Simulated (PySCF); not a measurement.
Consider C$_{7}$H$_{6}$OS (SMILES C=Cc1cc(=S)cco1).

The calculation's input:

```
{"job": {"kind": "nmr", "xc": "PBE0", "basis": "pcSseg-1", "pop": false}, "charge": 0, "multiplicity": 1}
C      2.519200    -1.304100    -0.358700
C      1.558700    -0.556600    -0.912200
C      0.391600    -0.009900    -0.155700
C     -0.367000     0.882100    -0.795900
C     -1.741700     1.124700    -0.350200
S     -2.669000     2.237800    -1.080900
C     -2.183600     0.305500     0.706800
C     -1.309600    -0.659600     1.253200
O     -0.007800    -0.758900     0.922100
H      3.455500    -1.678100    -0.785800
H      2.516200    -1.453700     0.730600
H      1.479000    -0.164500    -1.906900
H      0.070100     1.368100    -1.777200
H     -3.117900     0.494800     1.118600
H     -1.414500    -1.293300     2.113600
```

Run with:

```sh
OMP_NUM_THREADS=1 python probes_run.py task.json out
```

Geometry: GFN2-xTB, MD frame at 250 fs, 400 K.

These are results of PySCF, PBE0/pcSseg-1, SCF density, gas phase, non-relativistic, not measurements.

Predict the electron density and electron localisation function between the atoms.

C–C (1.33 Å): ρ is about 2.3 e/Å³ halfway; the ELF peaks at about 0.95 between the atoms: a multiple bond.
C–O (1.35 Å): ρ is about 2.4 e/Å³ halfway, with its minimum of 2 e/Å³ about 0.5 Å from C; the ELF peaks at about 0.90 between the atoms: a polar covalent bond.
C–S (1.62 Å): ρ is about 1.6 e/Å³ halfway; the ELF peaks at about 0.90 between the atoms; localised, covalent bonding.
C–H (1.04 Å): ρ is about 2.2 e/Å³ halfway; the ELF climbs to about 1 towards the hydrogen, as it does in any bond to H; an ordinary covalent bond to hydrogen.

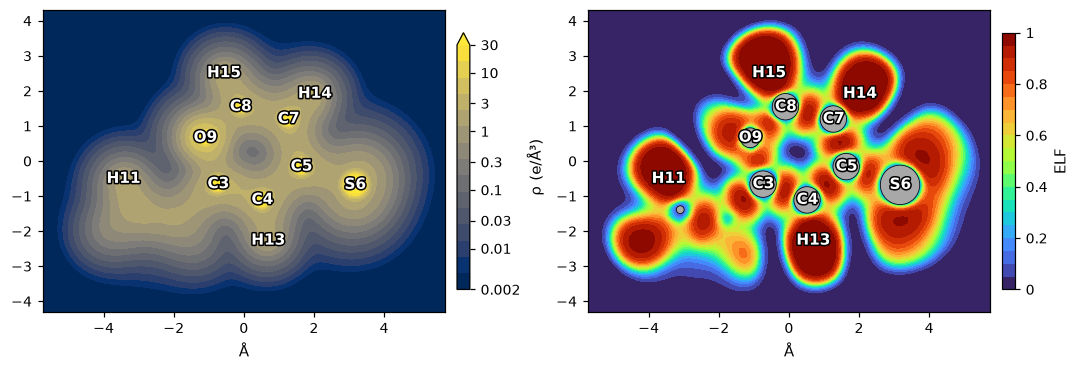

Computed electron density and electron localisation function on the plane of atoms C4, C3 and O9, in this order. Grey discs cover the atomic cores in the ELF map. 
